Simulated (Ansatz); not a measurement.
## Abstraction of Br: MgBr2 + C2H5Si → MgBr + C2H5BrSi

Species: MgBr2 `[Br][Mg][Br]`, singlet; C2H5Si `C=C[SiH2]`, doublet; MgBr, doublet; C2H5BrSi `C=C[SiH2]Br`, singlet. A radical takes Br: the energy is the difference in strength between the Mg–Br bond broken and the Si–Br bond made.

Shapes, held fixed at every level: PBE0-D4/def2-TZVP. Flexible molecules stand in one conformer, not always the lowest. Programs: Ansatz 0.2.0. The zero-point and thermal change to 298 K, harmonic and unscaled (PBE0-D4/def2-TZVP), is +4.3 kJ/mol.

| level | kind | ΔH(298 K) (kJ/mol) |
| --- | --- | --- |
| HF/def2-TZVPP | Hartree–Fock | +22.3 |
| SPW92/def2-TZVPP | LDA | -1.6 |
| r2SCAN-D4/def2-TZVPP | meta-GGA | +22.0 |
| B3LYP-D4/def2-TZVPP | global hybrid | +13.7 |
| wB97M-V/def2-TZVPP | range-separated hybrid | +11.8 |
| wB97X-V/def2-TZVPP | range-separated hybrid | +11.4 |
| B2PLYP/def2-TZVPP | double hybrid | +13.3 |

B2PLYP/def2-TZVPP gives ΔH(298 K) = +13.3 kJ/mol; the levels span -1.6 to +22.3. They disagree on the sign: 6 of 7 are positive. The median of the levels is +13.3. No measured value is set beside it here. Spin contamination: C2H5Si (⟨S²⟩ up to 0.90). Open shells run unrestricted unless RO is named. Relativity is left out for Br unless named. Correlated rows may include outer-core shells of Br, Mg, which these sets cover unevenly.

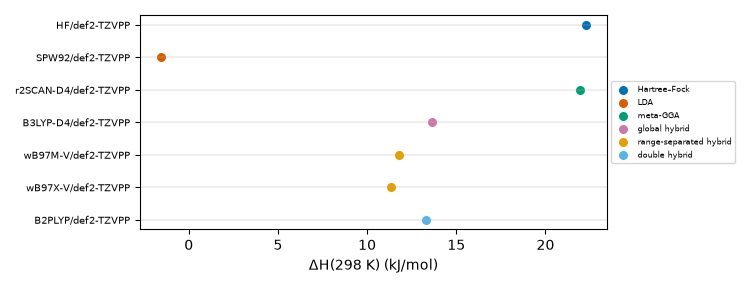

The values of the table, level by level.
